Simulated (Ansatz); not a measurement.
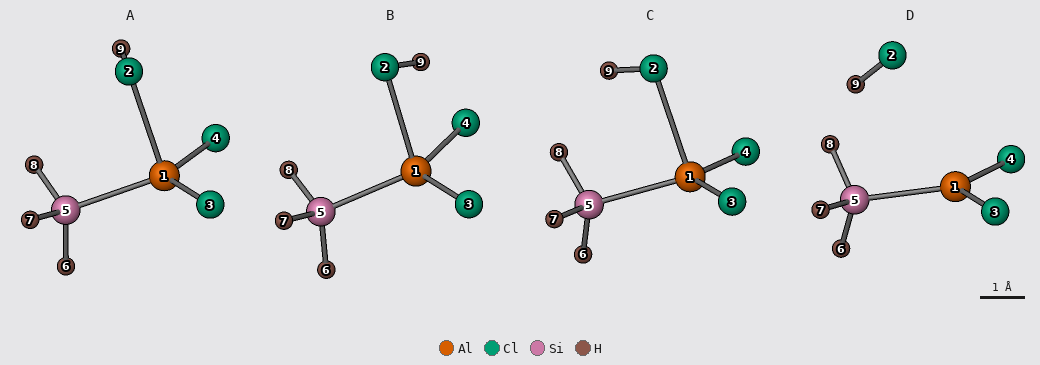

4 geometries from one relaxation of AlSiH$_{4}$Cl$_{3}$, in shuffled order. A ball-and-stick model, seen at a tilt.

The run prepares an end point of a later path (reaction) calculation, from a guessed geometry.

These are results of Ansatz 0.2.0, RKS PBE/def2-SVP, not measurements. Settings: no spin polarisation; force threshold 0.03 eV/Å; at most 50 steps.

### Put them in the order of the run, from the start to the converged end.

D, C, A, B. They are steps 0, 8, 23, 35, at +6.93 kcal/mol, +2.45 kcal/mol, +1.90 kcal/mol relative to the last. Over 29 accepted moves (35 points after the start) the energy falls by 6.93 kcal/mol. The largest force component goes from 0.85 to 0.03 eV/Å. The line search rejected the trial steps at points 7, 10, 13, 17, 24, 29 of the run. The forces were under the threshold at step 9, but the run went on from there. H9 moves most after the best rigid fit: 2.01 Å. Largest moves by element: H 2.01 Å, Cl 1.03 Å, Al 0.59 Å, Si 0.42 Å. Among the contacts that change: Al1–Cl2 3.423 → 2.611 Å, Al1–Si5 2.351 → 2.436 Å, Al1–Cl4 2.116 → 2.194 Å, Si5–H8 1.520 → 1.508 Å. New bonds form, among them: Al1–Cl2 (3.42 → 2.61 Å). Among the angles between lasting bonds that change: Cl3–Al1–Cl4 117.6° → 113.5°, H6–Si5–H8 105.9° → 108.1°, Al1–Si5–H7 112.4° → 110.3°. Groups turn about Al1–Si5 by about 25°.
